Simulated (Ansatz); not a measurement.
Run report: CO2, geometry relaxation

CO2, computed with RKS PBE0-D4/def2-TZVP (Ansatz 0.2.0).

Figures and captions count atoms from 1; the log counts them from 0 in places.

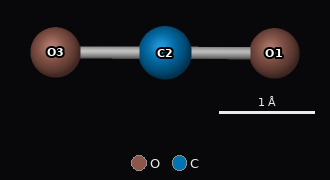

*The starting structure (ball-and-stick view, seen on its broad side; atoms are numbered from 1 in the order of the input).*

Bond lengths as drawn: C–O 1.16 Å.

**Input**
```yaml
crystal:
  periodic: [false, false, false]
  atoms:
    - {symbol: O, position_ang: [-0.373305, -1.270539, -2.761516]}
    - {symbol: C, position_ang: [-0.295796, -0.184639, -2.372251]}
    - {symbol: O, position_ang: [-0.218371, 0.903081, -1.984632]}
basis:
  gaussian: {orbitals: def2-TZVP}
hamiltonian: {xc: pbe0, dispersion: d4}
relax: {f_tol: 0.005, max_steps: 200}
```

Run on 4 threads of Arm Neoverse V2, 23 GiB of memory available, shared host.

Launch command:
```bash
ansatz run in.yaml --threads 4 --pin off --events-out ev --progress --plain --max-ram 9574MiB
```

**The program's output**
```
Functional definition: PBE0
  name "PBE0"
  cite "Adamo & Barone, J. Chem. Phys. 110, 6158 (1999) doi:10.1063/1.478522"
  cite "Perdew, Burke & Ernzerhof, Phys. Rev. Lett. 77, 3865 (1996) doi:10.1103/PhysRevLett.77.3865"
  parent pbe
  parameter a = 0.25
  parameter kappa = 0.804
  parameter beta = 0.06672455060314922
  exchange = (1 - a)*pbe_x(kappa = kappa, mu = beta*pi^2/3) + a*exact_x
  correlation = pbe_c(beta = beta)
482 factors; their error is unknown
mean field evaluation 1: about -5125.1495 eV, gradient 4.7e1 eV
mean field evaluation 2: about -5121.0853 eV, gradient 6.9e1 eV
mean field evaluation 4: about -5128.4134 eV, gradient 7.2e-1 eV
mean field evaluation 8: about -5128.4156 eV, gradient 8.5e-3 eV
mean field evaluation 16: about -5128.4364 eV, gradient 1.2e-5 eV
mean field -5128.43639014 eV, -188.4665611587 hartree, gradient 1.2e-5 eV, S^2 0.000000; 0 other end points of the search recorded, 0 dependent functions left out
the calculation of the forces begins
reference -5128.43640507 eV, -188.4665617072 hartree; 11, 11 occupied and 82, 82 virtual orbitals, 482 factors
relax step   1: F+E_penalty+E_count = -5128.45814160 eV  Δ(F+E_penalty+E_count) = +0.000e0 eV  max|allowed force component| = 1.102e-1 eV/Å  Δτ_max = 0.0000 Å  (25 SCF iters, accepted)
these checks for a lower state are left out or cut short: starts, cluster_reference, orbital_swaps, neighbouring_geometries, increment
482 factors; their error is unknown
mean field -5128.43642470 eV, -188.4665624286 hartree, gradient 2.2e-5 eV, S^2 0.000000; 0 other end points of the search recorded, 0 dependent functions left out
the calculation of the forces begins
reference -5128.43643962 eV, -188.4665629771 hartree; 11, 11 occupied and 82, 82 virtual orbitals, 482 factors
relax step   2: F+E_penalty+E_count = -5128.45817606 eV  Δ(F+E_penalty+E_count) = -3.445e-5 eV  max|allowed force component| = 2.141e-2 eV/Å  Δτ_max = 0.0003 Å  (30 SCF iters, accepted)
these checks for a lower state are left out or cut short: starts, cluster_reference, orbital_swaps, neighbouring_geometries, increment
482 factors; their error is unknown
mean field evaluation 32: about -5128.4364 eV, gradient 2.5e-5 eV
mean field -5128.43643155 eV, -188.4665626803 hartree, gradient 2.5e-5 eV, S^2 0.000000; 0 other end points of the search recorded, 0 dependent functions left out
the calculation of the forces begins
reference -5128.43644647 eV, -188.4665632287 hartree; 11, 11 occupied and 82, 82 virtual orbitals, 482 factors
relax step   3: F+E_penalty+E_count = -5128.45818286 eV  Δ(F+E_penalty+E_count) = -6.803e-6 eV  max|allowed force component| = 1.959e-3 eV/Å  Δτ_max = 0.0006 Å  (29 SCF iters, accepted)
```

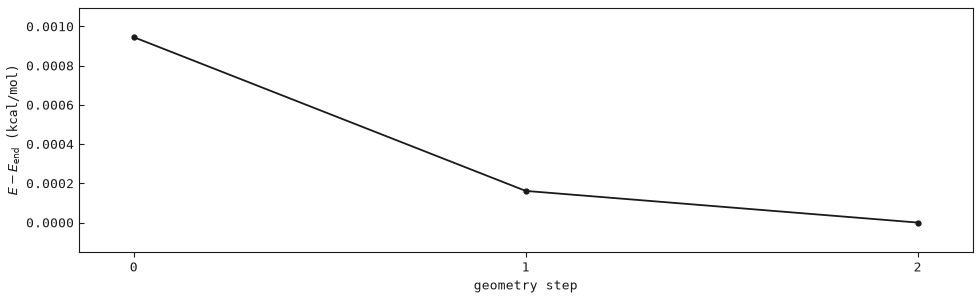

*Progress of the relaxation, step by step (the first geometry is step 0 here and step 1 in the log).*

After 2 geometry steps the energy has fallen by next to nothing (0.0 kcal/mol). Largest force component: 0.11 eV/Å at the start, 0.002 eV/Å at the end. The atoms keep their places after the best rigid fit (all moves are under 0.005 Å).

```
482 factors; their error is unknown
mean field -5128.43643155 eV, -188.4665626803 hartree, gradient 2.5e-5 eV, S^2 0.000000; 1 other end points of the search recorded, 0 dependent functions left out
the calculation of the forces begins
reference -5128.43644647 eV, -188.4665632287 hartree; 11, 11 occupied and 82, 82 virtual orbitals, 482 factors
Total energy: -5128.45819778 eV, -188.4673625747 hartree
Atom 0 at    -0.373295    -1.270903    -2.761263 Å, force     0.000139     0.001958     0.000699 eV/Å
Atom 1 at    -0.295824    -0.184032    -2.372800 Å, force    -0.000007    -0.000106    -0.000036 eV/Å
Atom 2 at    -0.218353     0.902838    -1.984336 Å, force    -0.000132    -0.001852    -0.000663 eV/Å
Dipole moment:     0.000000     0.000001     0.000000 e Å
```

**Trajectory as extended XYZ (Å, eV, eV/Å), 3 frames, from step=1 to step=3**
```
3
Properties=species:S:1:pos:R:3:forces:R:3 step=1 energy=-5128.45814
O    -0.3733   -1.2705   -2.7615   -0.0035  -0.0602  -0.0128
C    -0.2958   -0.1846   -2.3723    0.0062   0.1102   0.0220
O    -0.2184    0.9031   -1.9846   -0.0028  -0.0500  -0.0091
3
Properties=species:S:1:pos:R:3:forces:R:3 step=2 energy=-5128.45818
O    -0.3733   -1.2708   -2.7615   -0.0001  -0.0109   0.0033
C    -0.2958   -0.1843   -2.3723    0.0002   0.0214  -0.0067
O    -0.2184    0.9030   -1.9846   -0.0001  -0.0105   0.0034
3
Properties=species:S:1:pos:R:3:forces:R:3 step=3 energy=-5128.45818
O    -0.3733   -1.2709   -2.7613    0.0001   0.0020   0.0007
C    -0.2958   -0.1840   -2.3728    0.0000  -0.0001   0.0000
O    -0.2184    0.9028   -1.9843   -0.0001  -0.0019  -0.0007
```

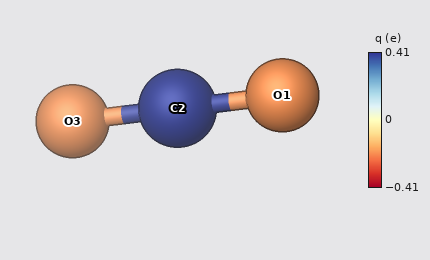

*Mulliken charges, as the colour of each atom (ball-and-stick view, seen at a tilt; atoms are numbered from 1 in the order of the input; Mulliken charges depend strongly on the basis).*

By element: O −0.20 and C +0.39 e.

**Results in brief**

| quantity | value |
| --- | --- |
| outcome | converged |
| total energy | −5128.4582 eV |
| mean-field energy | −5128.4364 eV |
| dispersion energy | −0.0218 eV |
| SCF solution under orbital rotations | stable |
| largest force (length of the vector) at the end | 0.002 eV/Å |
| dipole moment | 0.00 D |
| wall time | 1.3 s (CPU time 4.2 s) |
| peak memory | 0.48 GiB |
